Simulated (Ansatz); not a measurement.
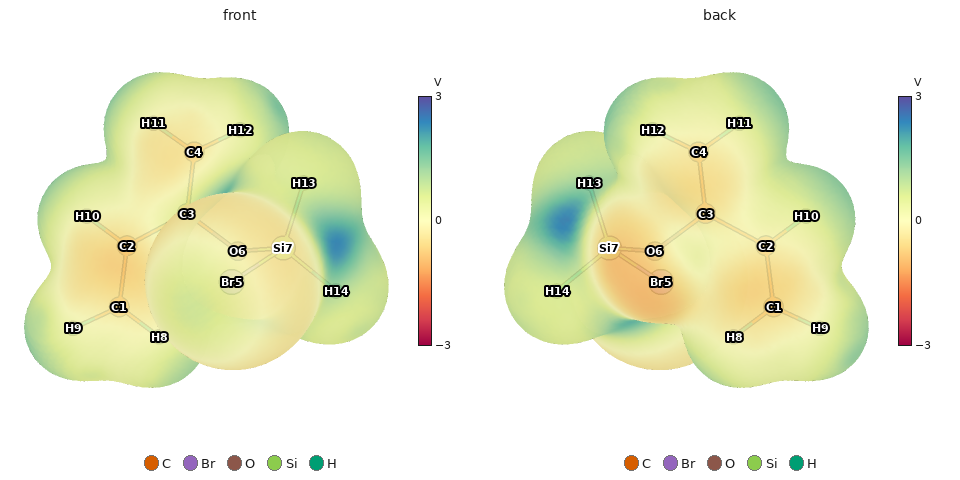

Figure. C$_{4}$H$_{7}$BrOSi (SMILES C=CC(=C)O[SiH2]Br). The molecular electrostatic potential painted on the density surface at 0.004 e/bohr³, seen from the front and from behind; the colour scale runs from red (negative) to blue (positive).

Geometry: r2SCAN-D4/def2-SVP.

Computed with isolated molecule in a Gaussian basis; Kohn-Sham density functional theory, functional PBE0 (Ansatz 0.2.0).

The calculation's input:

```
crystal:
  periodic: [false, false, false]
  atoms:
    - {symbol: C, position_ang: [1.782526, 1.807207, -0.214846]}
    - {symbol: C, position_ang: [1.796475, 1.087555, -1.348667]}
    - {symbol: C, position_ang: [1.165738, -0.219365, -1.502762]}
    - {symbol: C, position_ang: [1.189097, -0.931321, -2.647392]}
    - {symbol: Br, position_ang: [2.759188, -1.620040, 1.690218]}
    - {symbol: O, position_ang: [0.497402, -0.679080, -0.389662]}
    - {symbol: Si, position_ang: [0.897895, -2.007643, 0.528304]}
    - {symbol: H, position_ang: [1.278885, 1.435484, 0.681406]}
    - {symbol: H, position_ang: [2.274677, 2.781307, -0.159333]}
    - {symbol: H, position_ang: [2.300001, 1.469642, -2.243452]}
    - {symbol: H, position_ang: [1.709291, -0.536626, -3.521681]}
    - {symbol: H, position_ang: [0.684372, -1.896335, -2.729525]}
    - {symbol: H, position_ang: [1.152857, -3.197094, -0.325118]}
    - {symbol: H, position_ang: [-0.227031, -2.193653, 1.471754]}
basis:
  gaussian: {orbitals: def2-SVPD}
hamiltonian: {xc: pbe0}
output: {forces: true, orbitals: {seedname: orbitals}}
```

Command:

```sh
ansatz run input.yaml --threads 4 --pin off --max-ram 7830MiB --events-out events.jsonl --progress --plain --runs-dir runs
```

Describe the electrostatic potential map.

Answer. The most negative region (about −1.0 V) lies over O6, the most positive (about +2.3 V) over Si7. Br5 shows a σ-hole: about +0.8 V at the tip opposite its bond, against about −0.4 V on its flanks.
